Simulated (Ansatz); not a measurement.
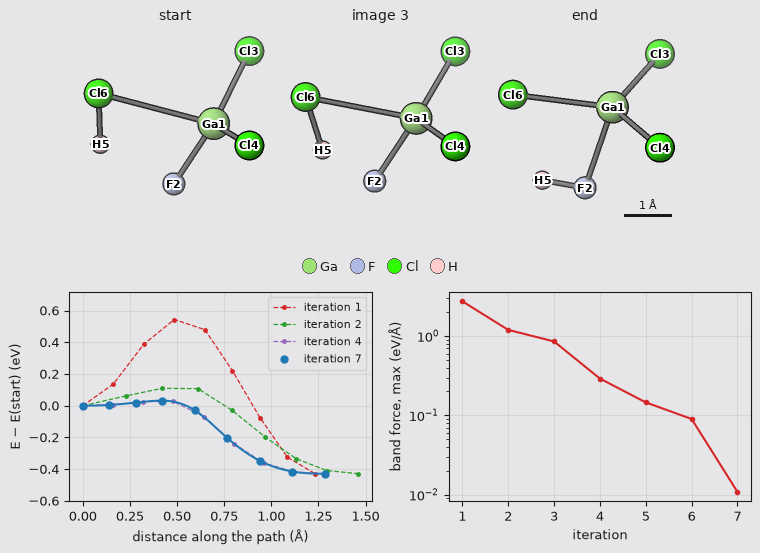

NEB run on GaHCl3F. Images are numbered from 0 (start) to 8 (end). The plot follows the band through its iterations. Style: ball-and-stick. Shown from a free direction.

All numbers below come from RKS PBE0/def2-SVP (Ansatz 0.2.0).

The input:
```yaml
crystal:
  periodic: [false, false, false]
  atoms:
    - { symbol: Ga, position_ang: [-0.374562, -0.589166, 0.122019] }
    - { symbol: F, position_ang: [-1.204673, 0.837128, -0.538939] }
    - { symbol: Cl, position_ang: [0.122501, -2.12118, -1.263096] }
    - { symbol: Cl, position_ang: [-0.607325, -0.939143, 2.20433] }
    - { symbol: H, position_ang: [0.480733, 1.690191, -0.475031] }
    - { symbol: Cl, position_ang: [1.583326, 1.122071, -0.049284] }
basis:
  gaussian: { orbitals: def2-SVP }
hamiltonian:
  xc: pbe0
neb:
  order_check: false
  images: 7
  f_tol: 0.03
  max_iterations: 60
  final_atoms:
    - { symbol: Ga, position_ang: [0.17118207, -0.59459907, 0.23961976] }
    - { symbol: F, position_ang: [-0.98746343, 1.04686531, -0.56789746] }
    - { symbol: Cl, position_ang: [-0.00523211, -2.05141579, -1.30223556] }
    - { symbol: Cl, position_ang: [-0.72843561, -0.87791219, 2.14771173] }
    - { symbol: H, position_ang: [-0.24685373, 1.63131363, -0.60863533] }
    - { symbol: Cl, position_ang: [1.79680281, 0.84564911, 0.09143585] }
  initial_path:
    images:
      - { positions_ang: [[-0.374562, -0.589166, 0.122019], [-1.204673, 0.837128, -0.538939], [0.122501, -2.12118, -1.263096], [-0.607325, -0.939143, 2.20433], [0.480733, 1.690191, -0.475031], [1.583326, 1.122071, -0.049284]] }
      - { positions_ang: [[-0.30596054, -0.61707564, 0.14854736], [-1.16066261, 0.88662868, -0.54976998], [0.0991149, -2.11068771, -1.27725255], [-0.63082423, -0.93064953, 2.20441411], [0.37987575, 1.64089934, -0.48393394], [1.61845673, 1.13078585, -0.04200599]] }
      - { positions_ang: [[-0.23735908, -0.64498528, 0.17507571], [-1.11665222, 0.93612937, -0.56060097], [0.0757288, -2.10019542, -1.2914091], [-0.65432346, -0.92215606, 2.20449821], [0.2790185, 1.59160768, -0.49283687], [1.65358745, 1.1395007, -0.03472799]] }
      - { positions_ang: [[-0.16875761, -0.67289492, 0.20160407], [-1.07264183, 0.98563005, -0.57143195], [0.05234271, -2.08970313, -1.30556565], [-0.67782269, -0.91366258, 2.20458232], [0.17816125, 1.54231602, -0.50173981], [1.68871818, 1.14821556, -0.02744998]] }
      - { positions_ang: [[-0.10015615, -0.70080456, 0.22813242], [-1.02863144, 1.03513074, -0.58226294], [0.02895661, -2.07921083, -1.3197222], [-0.70132192, -0.90516911, 2.20466643], [0.077304, 1.49302436, -0.51064275], [1.72384891, 1.15693041, -0.02017197]] }
      - { positions_ang: [[-0.0323216, -0.67425318, 0.23100426], [-1.01833944, 1.03806438, -0.57867157], [0.02040943, -2.07226207, -1.31535054], [-0.70810034, -0.89835488, 2.19042775], [-0.00373543, 1.52759668, -0.53514089], [1.74208738, 1.07911008, 0.00772998]] }
      - { positions_ang: [[0.03551296, -0.64770181, 0.23387609], [-1.00804744, 1.04099802, -0.5750802], [0.01186225, -2.06531331, -1.31097888], [-0.71487877, -0.89154065, 2.17618908], [-0.08477486, 1.56216899, -0.55963904], [1.76032586, 1.00128976, 0.03563194]] }
      - { positions_ang: [[0.10334751, -0.62115044, 0.23674793], [-0.99775543, 1.04393166, -0.57148883], [0.00331507, -2.05836455, -1.30660722], [-0.72165719, -0.88472642, 2.16195041], [-0.1658143, 1.59674131, -0.58413718], [1.77856434, 0.92346943, 0.06353389]] }
      - { positions_ang: [[0.17118207, -0.59459907, 0.23961976], [-0.98746343, 1.04686531, -0.56789746], [-0.00523211, -2.05141579, -1.30223556], [-0.72843561, -0.87791219, 2.14771173], [-0.24685373, 1.63131363, -0.60863533], [1.79680281, 0.84564911, 0.09143585]] }
```

Command:
```bash
ansatz run input.yaml --threads 2 --pin off --max-ram 3072MiB --backend cpu --events-out ev --progress --plain --runs-dir out
```

**How did the profile develop, and is the result final?**

The result is final at these settings. The band converged in 7 iterations. The largest component of the band force went from 2.7 to 0.011 eV/Å. The climbing image converged on the top of the path. Its vibrational analysis gives one imaginary mode (283i cm⁻¹), as a transition state must have. The first iteration put the highest image at 0.54 eV. Forward barrier 0.03 eV, backward barrier 0.46 eV, with image 3 at the top; the reaction energy is −0.43 eV.

The run took 2 min on 2 threads of Intel(R) Xeon(R) Platinum 8488C (Sapphire Rapids), with other jobs on the host, peak memory 0.3 GiB.
